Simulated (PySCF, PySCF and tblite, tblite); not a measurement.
# C2H6BF2N: a path driven as rotation about a bond, and NMR exchange

How fast is rotation about a bond in C2H6BF2N (`CN(C)B(F)F`), and when do the exchanging lines merge?

Computed with tblite 0.8.0 (tight binding) and PySCF 2.14.0 (DFT, with response routines of our own); each step states its level. Atoms count from 0 throughout.

## (1) The starting structure

12 atoms, charge 0, multiplicity 1; geometry from: force field or distance geometry start.

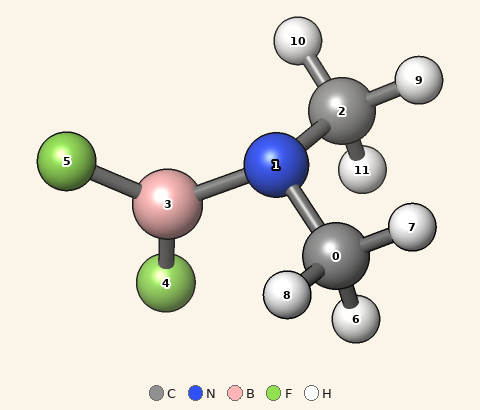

The starting geometry (carbon grey, nitrogen blue, boron pink, fluorine green, hydrogen white), atoms numbered.

## (2) GFN2-xTB relaxation, start minimum

The job: settings as JSON, then the geometry in Å.

```
{"job": {"xc": "GFN2-xTB", "basis": "xTB", "kind": "relax"}, "charge": 0, "multiplicity": 1}
C     -1.222000    -0.561100    -0.093800
N      0.014200    -0.098700     0.522200
C      1.185500    -0.644200    -0.193500
B      0.071000     1.439700     0.527700
F      0.042300     2.171100    -0.698600
F      0.145300     2.142300     1.788300
H     -1.302100    -0.227100    -1.159000
H     -1.282700    -1.662800    -0.054600
H     -2.103200    -0.172900     0.470900
H      1.157300    -1.752500    -0.160300
H      2.120500    -0.316300     0.285400
H      1.175200    -0.318200    -1.260800
```

Launch:

```console
$ OMP_NUM_THREADS=1 python ens_run.py task.json out
```

This one command runs the whole study; its stages follow in the order run.

The program printed:

```text
step      E/eV     max force
  0    -572.43620    3.812
  1    -572.83781    2.593
  2    -573.00045    3.068
  3    -573.10461    0.582
  4    -573.12413    0.354
  5    -573.14169    0.184
  6    -573.14521    0.157
  7    -573.15044    0.207
  8    -573.15253    0.245
  9    -573.15658    0.239
 10    -573.15952    0.163
 11    -573.16242    0.177
 12    -573.16477    0.202
 13    -573.16771    0.204
 14    -573.17175    0.180
 15    -573.17598    0.151
 16    -573.17846    0.121
 17    -573.17974    0.067
 18    -573.18042    0.056
 19    -573.18076    0.046
 20    -573.18097    0.028
 21    -573.18106    0.019
 22    -573.18111    0.023
 23    -573.18118    0.027
 24    -573.18131    0.034
 25    -573.18161    0.047
 26    -573.18221    0.063
 27    -573.18317    0.107
 28    -573.18413    0.126
 29    -573.18485    0.095
 30    -573.18540    0.053
 31    -573.18566    0.057
 32    -573.18588    0.040
 33    -573.18599    0.026
 34    -573.18607    0.023
 35    -573.18612    0.020
 36    -573.18616    0.015
 37    -573.18620    0.016
 38    -573.18623    0.020
 39    -573.18629    0.030
 40    -573.18638    0.035
 41    -573.18657    0.043
 42    -573.18726    0.101
 43    -573.17850    0.761
 44    -573.18903    0.173
 45    -573.19164    0.237
 46    -573.18399    0.259
 47    -573.17880    0.559
 48    -573.18588    0.063
 49    -573.18572    0.037
 50    -573.17656    0.800
 51    -573.18581    0.023
 52    -573.18586    0.019
 53    -573.18518    0.386
 54    -573.18607    0.068
 55    -573.18622    0.117
 56    -573.15414    1.400
 57    -573.18635    0.137
 58    -573.18650    0.158
 59    -573.18643    0.061
 60    -573.18585    0.036
 61    -573.18583    0.023
 62    -573.18585    0.024
 63    -573.18576    0.026
 64    -573.18544    0.080
 65    -573.18520    0.308
 66    -573.18555    0.057
 67    -573.18585    0.042
 68    -573.18562    0.071
 69    -573.18567    0.053
 70    -573.17028    0.747
 71    -573.18571    0.052
 72    -573.18574    0.048
 73    -573.18587    0.028
 74    -573.18587    0.031
 75    -573.18587    0.034
 76    -573.18588    0.024
 77    -573.18589    0.023
 78    -573.18592    0.028
 79    -573.18598    0.042
 80    -573.18610    0.174
 81    -573.18641    0.161
 82    -573.18891    0.361
 83    -573.16209    1.302
 84    -573.18988    0.373
 85    -573.19021    0.426
 86    -573.19046    0.500
 87    -573.19043    0.505
 88    -573.19047    0.499
 89    -573.19046    0.498
 90    -573.19047    0.495
 91    -573.19047    0.495
 92    -573.19047    0.495
 93    -573.19047    0.494
 94    -573.19047    0.495
 95    -573.19047    0.494
 96    -573.19047    0.492
 97    -573.19048    0.494
 98    -573.19049    0.492
 99    -573.19049    0.490
100    -573.19050    0.486
101    -573.19050    0.484
102    -573.19050    0.483
103    -573.19052    0.475
104    -573.19055    0.460
105    -573.19059    0.449
106    -573.19071    0.435
107    -573.19103    0.422
108    -573.19173    0.425
109    -573.19332    0.471
110    -573.19655    0.589
111    -573.20232    0.758
112    -573.21003    0.903
113    -573.21915    0.978
114    -573.23122    0.947
115    -573.23430    1.110
116    -573.21593    0.648
117    -573.25191    0.547
118    -573.25789    0.647
119    -573.28115    0.896
120    -573.29974    0.950
121    -573.34362    0.945
122    -573.39661    1.097
123    -573.47506    1.205
124    -573.56238    1.250
125    -573.63676    1.631
126    -573.72448    1.311
127    -573.82047    0.986
128    -573.90694    1.435
129    -573.97440    0.696
130    -574.02324    0.759
131    -574.04359    0.756
132    -574.05682    0.642
133    -574.07750    0.424
134    -574.08987    0.414
135    -574.10496    0.386
136    -574.12047    0.160
137    -574.12254    0.157
138    -574.12450    0.149
139    -574.12651    0.109
140    -574.12755    0.068
141    -574.12821    0.082
142    -574.12869    0.074
143    -574.12914    0.055
144    -574.12958    0.054
145    -574.12990    0.042
146    -574.13012    0.034
147    -574.13026    0.037
148    -574.13036    0.027
149    -574.13043    0.021
150    -574.13048    0.017
151    -574.13052    0.019
152    -574.13057    0.024
153    -574.13064    0.026
154    -574.13072    0.028
155    -574.13083    0.031
156    -574.13099    0.040
157    -574.13123    0.051
158    -574.13154    0.058
159    -574.13186    0.049
160    -574.13214    0.038
161    -574.13235    0.042
162    -574.13254    0.038
163    -574.13271    0.027
164    -574.13281    0.018
165    -574.13284    0.022
166    -574.13286    0.010
167    -574.13286    0.004
168    -574.13287    0.004
169    -574.13287    0.003
170    -574.13287    0.002
```

It took 0.97 s on 1 thread of Arm Neoverse N1, shared host.

Relaxing gained 1.697 eV and moved the atoms by 0.78 Å on average (rms).

## (3) Relaxed scan, rotation

The job: settings as JSON, then the geometry in Å.

```
{"job": {"xc": "GFN2-xTB", "basis": "xTB", "coordinate": [["t", [4, 3, 1, 0], 0.25], ["t", [4, 3, 1, 2], 0.25], ["t", [5, 3, 1, 0], 0.25], ["t", [5, 3, 1, 2], 0.25]], "kind": "drive"}, "charge": 0, "multiplicity": 1}
C     -1.283376    -0.461210     0.026576
N      0.048253     0.101693     0.122622
C      0.923026    -0.293828    -0.962537
B      0.446425     0.934850     1.151374
F      1.676012     1.439976     1.221110
F     -0.373964     1.286146     2.139048
H     -1.758808    -0.143593    -0.904950
H     -1.231254    -1.552949     0.038346
H     -1.882615    -0.122932     0.867152
H      1.034444    -1.381064    -0.977940
H      1.899044     0.163587    -0.827683
H      0.504012     0.028638    -1.919145
```

The program printed:

```text
point  coordinate     E/eV
  0    104.100     -574.08848
  1    118.400     -573.95835
  2    132.900     -573.75555
  3    147.700     -573.50776
  4    163.300     -573.26819
  5    179.900     -573.14529
  6    196.600     -573.26705
  7    212.200     -573.50611
  8    227.000     -573.75464
  9    241.500     -573.95793
 10    255.800     -574.08808
 11    269.900     -574.13229
```

Run time: 1.2 s. Hardware: 1 thread of Arm Neoverse N1, shared host.

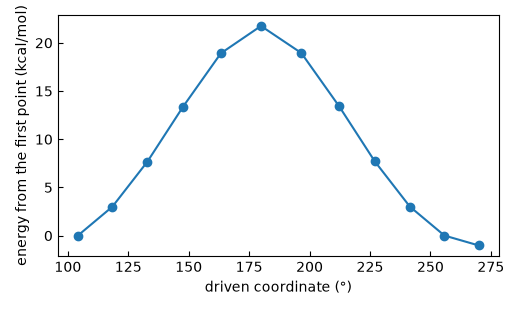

Energy along the scan.

## (4) Nudged elastic band, leg 1

Changed since step 3:

```diff
@@ -1,2 +1,2 @@
-{"job": {"xc": "GFN2-xTB", "basis": "xTB", "coordinate": [["t", [4, 3, 1, 0], 0.25], ["t", [4, 3, 1, 2], 0.25], ["t", [5, 3, 1, 0], 0.25], ["t", [5, 3, 1, 2], 0.25]], "kind": "drive"}, "charge": 0, "multiplicity": 1}
+{"job": {"xc": "GFN2-xTB", "basis": "xTB", "kind": "neb"}, "charge": 0, "multiplicity": 1}
 C     -1.283376    -0.461210     0.026576
```

The program printed:

```text
image   E - E0 / eV
  0       0.0000
  1       0.2240
  2       0.7102
  3       0.9879
  4       0.5257
  5       0.0887
  6       0.0000
```

It took 2.7 s on 1 thread of Arm Neoverse N1, shared host; peak memory 0.19 GiB.

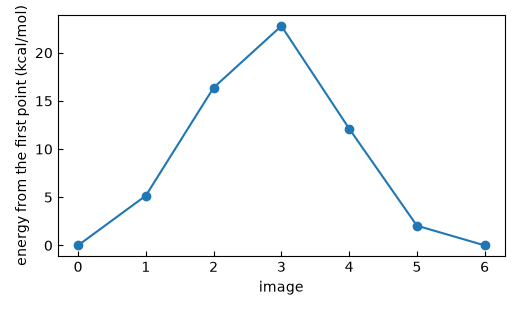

Energy along the band.

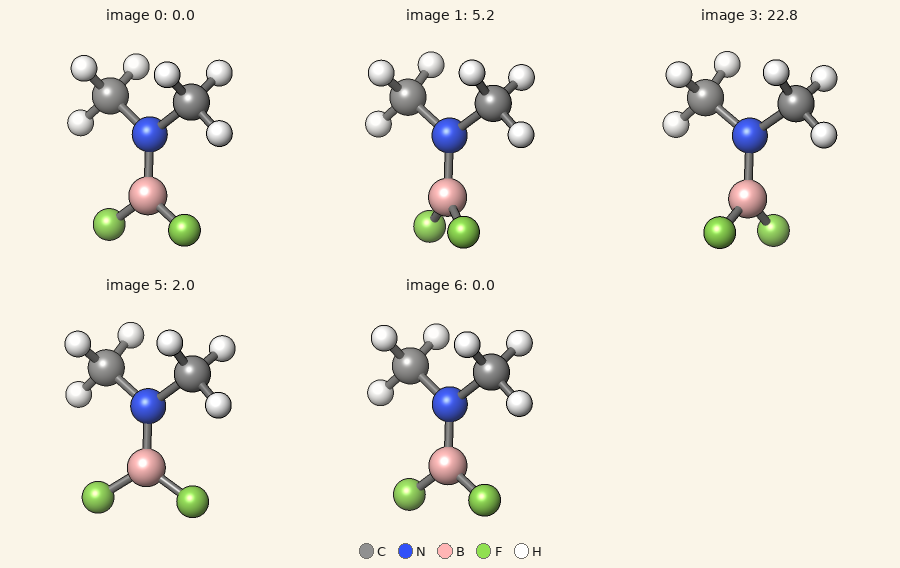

Images along the band, with energies in kcal/mol.

## (5) Saddle search, leg 1

The job: settings as JSON, then the geometry in Å.

```
{"job": {"xc": "GFN2-xTB", "basis": "xTB", "kind": "saddle"}, "charge": 0, "multiplicity": 1}
C     -1.339347    -0.293324    -0.100760
N      0.041667     0.095669     0.103870
C      0.971835    -0.474441    -0.849984
B      0.452539     0.947026     1.168887
F      0.524765     2.264178     1.067859
F      0.803163     0.510292     2.367687
H     -1.726249     0.132802    -1.034136
H     -1.421716    -1.383550    -0.152369
H     -1.947243     0.065904     0.725907
H      1.043734    -1.561185    -0.720581
H      1.957478    -0.039122    -0.705165
H      0.639373    -0.264249    -1.871215
```

The program printed:

```text
step      E/eV     max force
  0    -573.14499   0.0185
  1    -573.14760   0.1074
  2    -573.14663   0.0256
  3    -573.14817   0.0412
  4    -573.14979   0.0612
  5    -573.15195   0.0723
  6    -573.15511   0.0396
  7    -573.16050   0.0604
  8    -573.16641   0.0647
  9    -573.17091   0.1208
 10    -573.16879   0.0246
 11    -573.17187   0.0234
 12    -573.17584   0.0392
 13    -573.17896   0.0669
 14    -573.18219   0.0539
 15    -573.18458   0.0989
 16    -573.18349   0.0267
 17    -573.18475   0.0341
 18    -573.18568   0.0195
 19    -573.18600   0.0246
 20    -573.18602   0.0157
 21    -573.18604   0.0000
lowest wavenumbers (cm-1): -148.9 122.8 142.0 186.1 213.2 320.3
```

It took 2.9 s on 1 thread of Arm Neoverse N1, shared host; peak memory 0.19 GiB.

Point group Cs; 1 imaginary mode, 149i cm⁻¹, carried by F5, F4, C2, C0. Steps downhill from it reached both ends.

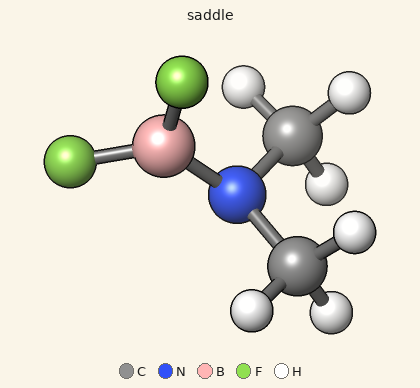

The saddle point.

## (6) Saddle search, other pyramid

The job: settings as JSON, then the geometry in Å.

```
{"job": {"xc": "GFN2-xTB", "basis": "xTB", "kind": "saddle"}, "charge": 0, "multiplicity": 1}
C      0.896238     0.457919    -1.221273
N     -0.006066     0.350245    -0.083338
C     -1.392756     0.601778    -0.450026
B      0.451741     0.878520     1.176853
F      0.602396     2.169644     1.383180
F      0.760817     0.140534     2.231802
H      0.574577    -0.251272    -1.985227
H      0.905017     1.466969    -1.654715
H      1.904695     0.201692    -0.904545
H     -1.547609     1.621172    -0.828175
H     -2.027026     0.448603     0.420150
H     -1.679122    -0.109509    -1.225988
```

The program printed:

```text
step      E/eV     max force
  0    -573.17695   0.3772
  1    -573.18604   0.0230
  2    -573.18604   0.0014
lowest wavenumbers (cm-1): -148.9 122.6 142.0 185.8 213.2 320.3
```

Run time: 1.6 s. Hardware: 1 thread of Arm Neoverse N1, shared host; peak memory 0.19 GiB.

Point group Cs; 1 imaginary mode, 149i cm⁻¹, carried by F4, F5, C0, C2. Steps downhill from it reached both ends.

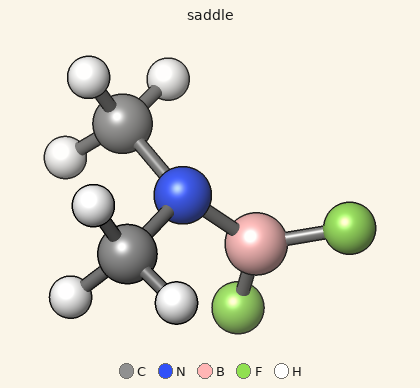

The saddle point.

## (7) Shieldings, start: CAM-B3LYP/pcSseg-1

The job: settings as JSON, then the geometry in Å.

```
{"job": {"kind": "nmr", "xc": "CAM-B3LYP", "basis": "pcSseg-1", "pop": false}, "charge": 0, "multiplicity": 1}
C     -1.283376    -0.461210     0.026576
N      0.048253     0.101693     0.122622
C      0.923026    -0.293828    -0.962537
B      0.446425     0.934850     1.151374
F      1.676012     1.439976     1.221110
F     -0.373964     1.286146     2.139048
H     -1.758808    -0.143593    -0.904950
H     -1.231254    -1.552949     0.038346
H     -1.882615    -0.122932     0.867152
H      1.034444    -1.381064    -0.977940
H      1.899044     0.163587    -0.827683
H      0.504012     0.028638    -1.919145
```

The program printed:

```text
coarse grid: 10216 points
cycle   1  E = -358.9997518342  dE =  7.412e-01  |g| = 6.636e-01  |ddm| = 2.790e+00
cycle   2  E = -358.9914600027  dE =  8.292e-03  |g| = 7.803e-01  |ddm| = 6.270e-01
cycle   3  E = -359.0724327520  dE = -8.097e-02  |g| = 3.899e-02  |ddm| = 3.123e-01
cycle   4  E = -359.0726006049  dE = -1.679e-04  |g| = 2.786e-02  |ddm| = 3.744e-02
cycle   5  E = -359.0727487075  dE = -1.481e-04  |g| = 6.617e-03  |ddm| = 1.862e-02
cycle   6  E = -359.0727571255  dE = -8.418e-06  |g| = 8.754e-04  |ddm| = 4.155e-03
final grid: 100056 points
cycle   7  E = -359.1199749148  dE = -4.379e-05  |g| = 3.704e-03  |ddm| = 1.211e-02
cycle   8  E = -359.1199752906  dE = -3.759e-07  |g| = 3.500e-03  |ddm| = 4.000e-03
cycle   9  E = -359.1199776660  dE = -2.375e-06  |g| = 3.318e-04  |ddm| = 2.039e-03
cycle  10  E = -359.1199776799  dE = -1.387e-08  |g| = 2.014e-04  |ddm| = 2.548e-04
cycle  11  E = -359.1199776878  dE = -7.921e-09  |g| = 2.944e-05  |ddm| = 1.095e-04
cycle  12  E = -359.1199776880  dE = -1.437e-10  |g| = 1.088e-05  |ddm| = 2.202e-05
converged SCF energy = -359.1199776880

GIAO shielding tensors (ppm)
atom      isotropic    diamagn.    paramagn.     s11        s22        s33       span
  0 C      147.033     244.310     -97.277    125.091    132.311    183.698     58.607
  1 N      204.221     325.321    -121.100    152.074    215.892    244.698     92.624
  2 C      147.039     244.306     -97.266    125.091    132.324    183.703     58.611
  3 B       81.796     197.231    -115.434     59.689     79.185    106.515     46.827
  4 F      315.706     470.470    -154.764    213.426    345.659    388.034    174.607
  5 F      315.708     470.473    -154.765    213.413    345.667    388.043    174.630
  6 H       29.336      29.596      -0.261     25.193     27.032     35.781     10.588
  7 H       29.331      29.595      -0.265     25.185     27.026     35.781     10.596
  8 H       28.315      29.713      -1.398     23.244     28.243     33.458     10.214
  9 H       29.331      29.593      -0.262     25.187     27.025     35.782     10.595
 10 H       28.316      29.712      -1.396     23.243     28.246     33.458     10.215
 11 H       29.336      29.594      -0.258     25.192     27.033     35.782     10.590
```

Wall time 19 s (1 thread of Arm Neoverse N1, shared host); peak memory 0.64 GiB.

In short: HOMO -8.79 eV, LUMO 2.14 eV; dipole 2.94 D.

## (8) Shieldings, saddle of leg 1: CAM-B3LYP/pcSseg-1

The job: settings as JSON, then the geometry in Å.

```
{"job": {"kind": "nmr", "xc": "CAM-B3LYP", "basis": "pcSseg-1", "pop": false}, "charge": 0, "multiplicity": 1}
C     -1.333410    -0.247896    -0.115398
N     -0.006066     0.350245    -0.083338
C      0.955583    -0.391755    -0.886648
B      0.451741     0.878520     1.176853
F      0.602396     2.169644     1.383180
F      0.760817     0.140534     2.231802
H     -1.666309    -0.294017    -1.153230
H     -1.346221    -1.261597     0.306946
H     -2.022021     0.377412     0.448305
H      1.106507    -1.415683    -0.519315
H      1.909628     0.130417    -0.876588
H      0.587354    -0.435823    -1.912570
```

The program printed:

```text
coarse grid: 10216 points
cycle   1  E = -358.9561026648  dE =  7.161e-01  |g| = 6.893e-01  |ddm| = 2.818e+00
cycle   2  E = -358.9459972914  dE =  1.011e-02  |g| = 8.175e-01  |ddm| = 6.866e-01
cycle   3  E = -359.0371029769  dE = -9.111e-02  |g| = 4.239e-02  |ddm| = 3.365e-01
cycle   4  E = -359.0373385735  dE = -2.356e-04  |g| = 2.692e-02  |ddm| = 4.009e-02
cycle   5  E = -359.0374713600  dE = -1.328e-04  |g| = 6.606e-03  |ddm| = 2.059e-02
cycle   6  E = -359.0374802910  dE = -8.931e-06  |g| = 1.134e-03  |ddm| = 5.122e-03
final grid: 100056 points
cycle   7  E = -359.0844146165  dE = -4.321e-05  |g| = 3.825e-03  |ddm| = 1.184e-02
cycle   8  E = -359.0844150257  dE = -4.091e-07  |g| = 3.621e-03  |ddm| = 4.691e-03
cycle   9  E = -359.0844176723  dE = -2.647e-06  |g| = 3.065e-04  |ddm| = 2.350e-03
cycle  10  E = -359.0844176849  dE = -1.263e-08  |g| = 1.819e-04  |ddm| = 2.646e-04
cycle  11  E = -359.0844176915  dE = -6.592e-09  |g| = 2.563e-05  |ddm| = 1.073e-04
cycle  12  E = -359.0844176916  dE = -1.153e-10  |g| = 9.955e-06  |ddm| = 2.181e-05
converged SCF energy = -359.0844176916

GIAO shielding tensors (ppm)
atom      isotropic    diamagn.    paramagn.     s11        s22        s33       span
  0 C      145.532     244.454     -98.922    120.124    132.593    183.880     63.757
  1 N      250.528     325.590     -75.062    208.860    256.922    285.803     76.943
  2 C      145.531     244.454     -98.922    120.123    132.592    183.879     63.756
  3 B       77.590     196.458    -118.868     62.470     75.828     94.473     32.003
  4 F      258.940     468.310    -209.370    107.749    312.988    356.084    248.335
  5 F      265.428     470.668    -205.240     95.546    310.494    390.245    294.698
  6 H       29.313      29.661      -0.347     24.934     27.161     35.844     10.910
  7 H       29.269      29.958      -0.689     24.731     27.478     35.598     10.867
  8 H       29.078      29.639      -0.560     24.541     26.983     35.711     11.170
  9 H       29.269      29.958      -0.689     24.730     27.478     35.598     10.867
 10 H       29.078      29.638      -0.560     24.541     26.983     35.711     11.170
 11 H       29.313      29.660      -0.347     24.935     27.161     35.844     10.909
```

It took 19 s on 1 thread of Arm Neoverse N1, shared host; peak memory 0.67 GiB.

Key values: HOMO -8.09 eV, LUMO 1.44 eV; dipole 2.09 D.

## (9) The path in numbers

The job: settings as JSON, then the geometry in Å.

```
{"job": {"smiles": "CN(C)B(F)F", "charge": 0, "mult": 1, "motion": "rotation", "what": "aminoborane", "atoms": [3, 1], "drives": [{"terms": [["t", [4, 3, 1, 0], 0.25], ["t", [4, 3, 1, 2], 0.25], ["t", [5, 3, 1, 0], 0.25], ["t", [5, 3, 1, 2], 0.25]], "by": 180, "n": 12}], "flip": [3, 1], "study": "path", "level": {"kind": "nmr", "xc": "CAM-B3LYP", "basis": "pcSseg-1"}, "fields": [100, 300, 500], "first": 5, "seed": 413, "kind": "path"}, "charge": 0, "multiplicity": 1}
C     -1.283376    -0.461210     0.026576
N      0.048253     0.101693     0.122622
C      0.923026    -0.293828    -0.962537
B      0.446425     0.934850     1.151374
F      1.676012     1.439976     1.221110
F     -0.373964     1.286146     2.139048
H     -1.758808    -0.143593    -0.904950
H     -1.231254    -1.552949     0.038346
H     -1.882615    -0.122932     0.867152
H      1.034444    -1.381064    -0.977940
H      1.899044     0.163587    -0.827683
H      0.504012     0.028638    -1.919145
```

The program printed:

```text
stationary points (kcal/mol above the start)
  n  kind          group   xTB      DFT    lowest mode
  0  minimum      C2v      0.00     0.00     125.6
  1  saddle       Cs      21.83    22.30    -148.9
  2  minimum      C2v      0.00     0.00     125.7

GFN2-xTB energies: T/K, barrier G, reaction G (kcal/mol), k forward, k back (1/s)
 150.00    20.83    -0.00   5.61e-18   5.58e-18
 200.00    20.86    -0.00   2.68e-10   2.67e-10
 250.00    20.91    -0.00    1.1e-05    1.1e-05
 298.15    20.97    -0.00     0.0105     0.0105
 350.00    21.05    -0.00       2.08       2.07
 400.00    21.15    -0.00         93       92.7
 500.00    21.37    -0.00   1.91e+04   1.91e+04

CAM-B3LYP/pcSseg-1 + D3(BJ) energies: T/K, barrier G, reaction G (kcal/mol), k forward, k back (1/s)
 150.00    21.29    -0.00   1.19e-18   1.18e-18
 200.00    21.32    -0.00   8.37e-11   8.33e-11
 250.00    21.37    -0.00   4.33e-06   4.31e-06
 298.15    21.43    -0.00    0.00483    0.00481
 350.00    21.52    -0.00       1.07       1.07
 400.00    21.61    -0.00       51.9       51.8
 500.00    21.83    -0.00    1.2e+04    1.2e+04
```

Wall time 49 s (1 thread of Arm Neoverse N1, shared host); peak memory 0.67 GiB. This counts the whole study up to here.

Barriers by level (kcal/mol; entropies in cal/(mol K)). Zero-point and thermal terms come from xTB in every row. ΔG‡ leaves symmetry out; the rate counts equivalent paths (a factor of 4); effective ΔG‡, where given, is the barrier that would give that rate by Eyring's equation alone:

```
                      level    ΔE‡  with zero-point    ΔH‡   ΔS‡  ΔG‡ (298 K)  ΔE of reaction  k at 298 K (1/s)  effective ΔG‡
                   GFN2-xTB  21.83            20.83  20.55  -1.4        20.97            0.00             0.011          20.15
CAM-B3LYP/pcSseg-1 + D3(BJ)  22.30            21.29  21.02  -1.4        21.43            0.00            0.0048          20.61
```

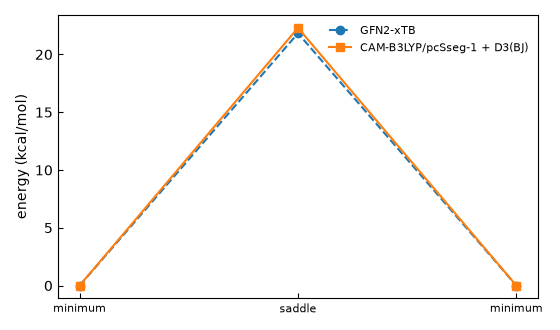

The xTB stationary points, at both levels.

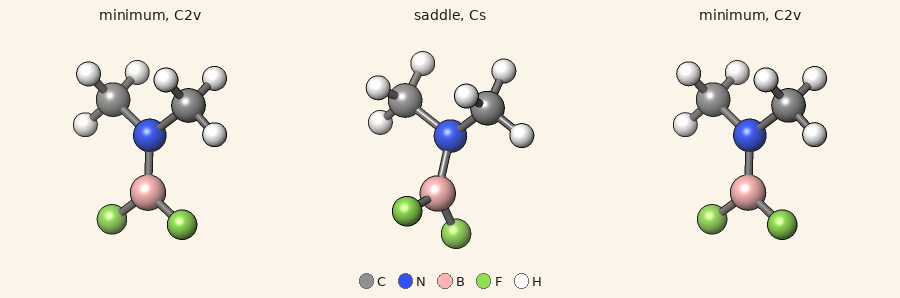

The stationary points in order.

## (10) What came out

| quantity | value |
| --- | --- |
| barrier (CAM-B3LYP/pcSseg-1 + D3(BJ)) | ΔE‡ 22.3, ΔG‡(298 K) 21.4 kcal/mol |
| barrier (GFN2-xTB) | ΔE‡ 21.8 kcal/mol |
| rate at 298 K | 0.0048 s⁻¹ |
| end of the path | the start, renumbered or mirrored |

The barrier is 22.3 kcal/mol at the DFT level (xTB: 21.8); with thermal terms and the count of paths the DFT value gives a rate of 0.0048 s⁻¹ at 298 K. An error of 1.4 kcal/mol changes that rate tenfold. No two sites that the motion interchanges differ enough in shielding to show exchange.
